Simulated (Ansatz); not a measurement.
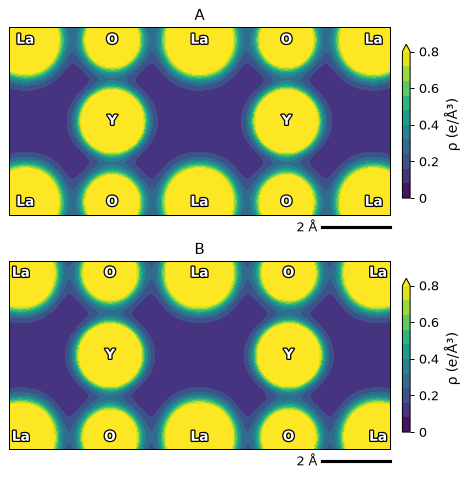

La3YO2. The valence electron density of two cells that differ in size and shape, on the (100) plane of each (indices in the axes of the calculation cell), at one length scale and on one colour scale: B has 22.8 Å³ an atom and A 21.4.

Space group P4/mmm; a generated structure, not necessarily the stable one.

Level of theory: Ansatz, DFT PBE, scalar-relativistic, plane waves, PAW.

The larger cell:

```
La Y O
1.0
     5.30051    0.00000    0.00000
     0.00000    5.30051    0.00000
     0.00000    0.00000    4.86707
La Y O
3 1 2
Direct
  0.50000 0.50000 0.00000
  0.00000 0.50000 0.50000
  0.50000 0.00000 0.50000
  0.00000 0.00000 0.00000
  0.50000 0.50000 0.50000
  0.00000 0.00000 0.50000
```

The smaller cell: a = 5.169 Å, b = 5.169 Å, c = 4.811 Å, α = 90.00°, β = 90.00°, γ = 90.00°.

**What does the compression do to the bonding and the properties?**

From the larger cell to the smaller, La–O goes from 2.65 to 2.58 Å, and the density at its midpoint from 0.27 to 0.31 e/Å³; Y–O goes from 2.43 to 2.41 Å, and the density at its midpoint from 0.3 to 0.32 e/Å³; the pressure goes from 0.0 to 5.0 GPa.
